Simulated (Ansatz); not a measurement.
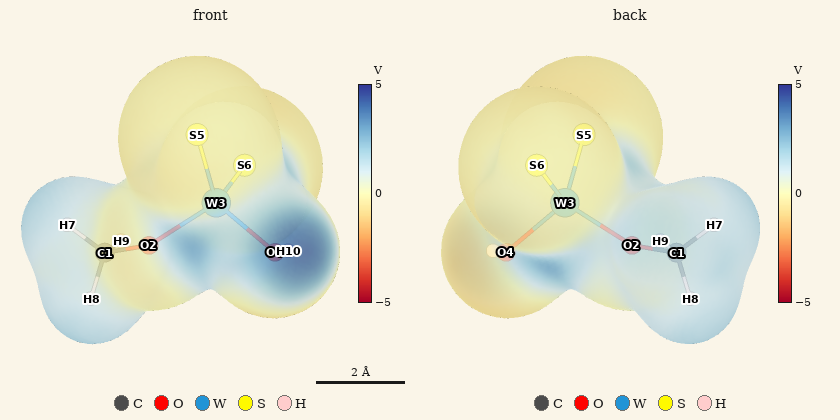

Figure 1: CH₄O₂S₂W (SMILES C[O][W]([OH])(=[S])=[S]). The molecular electrostatic potential painted on the density surface at 0.004 e/bohr³, seen from the front and from behind; red is negative and blue positive.

Geometry: PBE0-D4/def2-TZVP; core potentials replace the inner electrons of W.

Level of theory: RKS PBE0-D4/def2-TZVPP (Ansatz).

```yaml
atoms:
  - { symbol: C, position_ang: [0.7272, -1.6568, 0.6252] }
  - { symbol: O, position_ang: [0.4463, -0.5559, -0.2044] }
  - { symbol: W, position_ang: [-0.3971, 1.0798, -0.1896] }
  - { symbol: O, position_ang: [-1.4049, 1.2917, -1.7563] }
  - { symbol: S, position_ang: [1.0616, 2.6233, -0.0258] }
  - { symbol: S, position_ang: [-1.6865, 1.1382, 1.5022] }
  - { symbol: H, position_ang: [1.7099, -1.5229, 1.0831] }
  - { symbol: H, position_ang: [0.7336, -2.5594, 0.0114] }
  - { symbol: H, position_ang: [-0.0324, -1.7446, 1.4063] }
  - { symbol: H, position_ang: [-1.1576, 1.9067, -2.4520] }
```

### Where is the surface potential most negative and most positive?

The most negative region (about −1.0 V, or −23 kcal/mol for a unit charge) lies over O4, the most positive (about +4.0 V, or +92 kcal/mol for a unit charge) over H10.
